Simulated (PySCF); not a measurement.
Vertical excitations of a molecule C₄H₇BFN from TDDFT-M06-2X/def2-SVPD run with PySCF 2.14.0, as energy in eV (oscillator strength): 3.47 (0.001), 5.65 (0.002), 6.28 (0.065), 6.33 (0.084), 6.53 (0.002), 6.67 (0.121), 6.70 (0.611), 7.13 (0.004), 7.19 (0.014), 7.42 (0.021). Lowest triplet (TDA): 3.25 eV. Geometry: B3LYP-D3(BJ)/def2-SVP. The values are those of a single conformer.

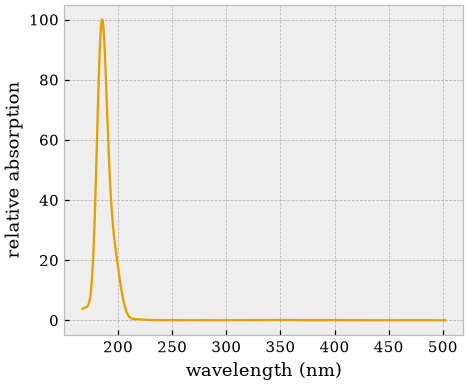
Figure: The lines broadened by 0.4 eV.

Problem. Pick the molecule that these values belong to.
A) NB1CC(=CF)C1
B) CNB1C=C[C@@H]1F
C) CB(F)C=C=CN
D) C=C=CNB(C)F

Solution. C, CB(F)C=C=CN
